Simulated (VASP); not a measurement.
Band structure of ZrN (rock salt). Computed with revPBE GGA, VASP's PBE PAW potentials (set 64) (plane waves; VASP).

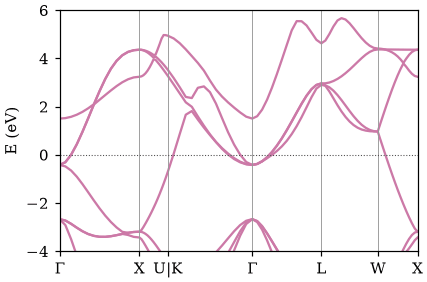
Bands along high-symmetry lines, zero at the valence-band maximum or, without a gap, the Fermi level

Problem. Read the plot: is there a gap, and where are the band edges?

Solution. It has no gap at this level: it comes out as a metal or semimetal. (Edges off the drawn lines would not show.)

The compound is ZrN in the rock salt structure. It was relaxed first. The electron count is odd and the run is not spin-polarised, which forces a metal.
